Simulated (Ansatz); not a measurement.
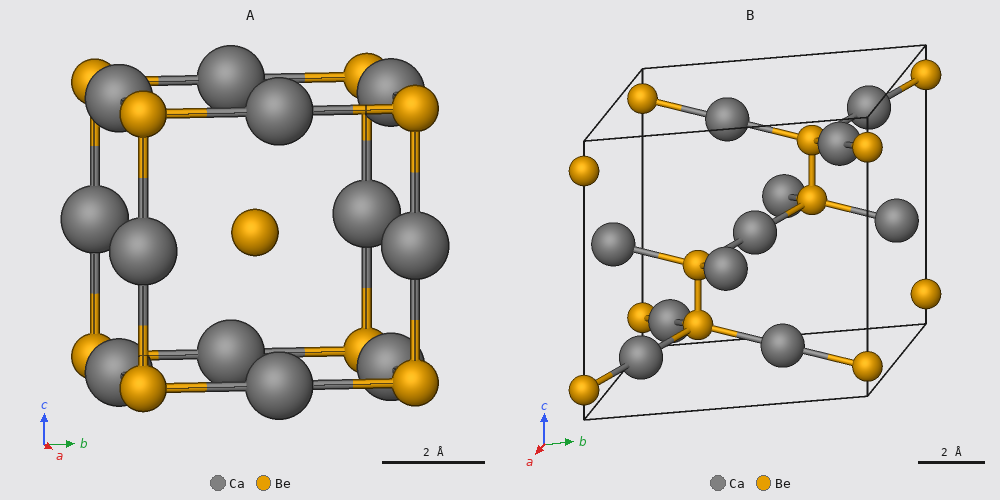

Two structures of Ca$_{3}$Be$_{2}$, each relaxed to rest (conventional cells in solid outline, small ones repeated, not to one scale). Method: DFT PBE, scalar-relativistic, plane waves, PAW (Ansatz 0.2.0), without spin polarisation.

Characterise the two forms.

Answer. A: 5 atoms a cell on a primitive cubic lattice, Pm-3m. B: 15 atoms a cell on a rhombohedral (trigonal R) lattice, R-3m.

What is the energy order of the two?

Answer. A is lower, by 128 meV/atom at this level of theory (energies at zero smearing). Volumes: A 32.3, B 42.9 Å³/atom.

One or both may be structure types tried for this composition rather than known phases.
